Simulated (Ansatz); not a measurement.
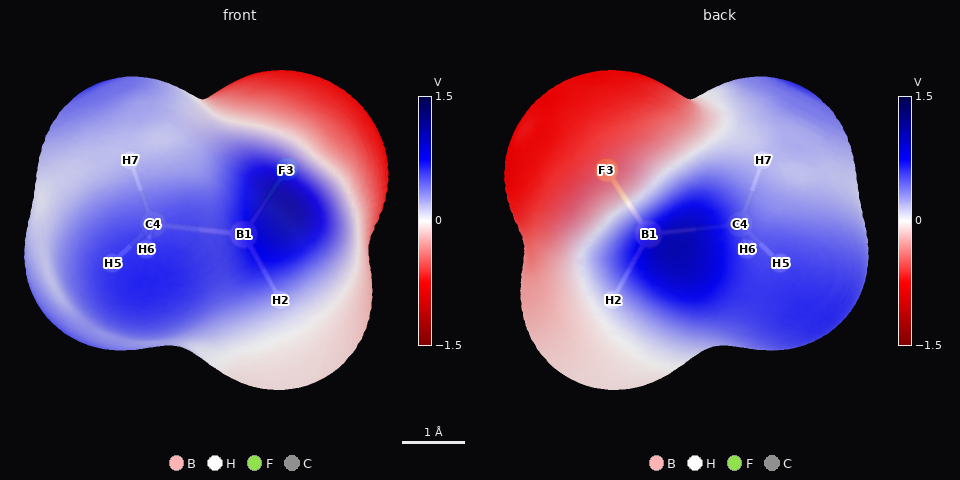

Figure 1: CH₄BF. The molecular electrostatic potential painted on the density surface at 0.001 e/bohr³, seen from the front and from behind; red is negative and blue positive.

Theory: RKS PBE0-D4/def2-SVP in Ansatz 0.2.0.

```yaml
atoms:
  - { symbol: B, position_ang: [0.1245, 0.0013, 0.1183] }
  - { symbol: H, position_ang: [0.1398, -0.0008, 1.3323] }
  - { symbol: F, position_ang: [1.3087, -0.0054, -0.4779] }
  - { symbol: C, position_ang: [-1.1882, 0.0059, -0.7202] }
  - { symbol: H, position_ang: [-1.7703, -0.9018, -0.4814] }
  - { symbol: H, position_ang: [-1.8277, 0.8504, -0.4118] }
  - { symbol: H, position_ang: [-1.0251, 0.0504, -1.8063] }
```

Q: Which sites attract a positive test charge, and which a negative one?

A: A positive charge is drawn to the negative regions and a negative charge to the positive ones. The most negative region (about −0.8 V) lies over F3, the most positive (about +1.1 V) over B1.
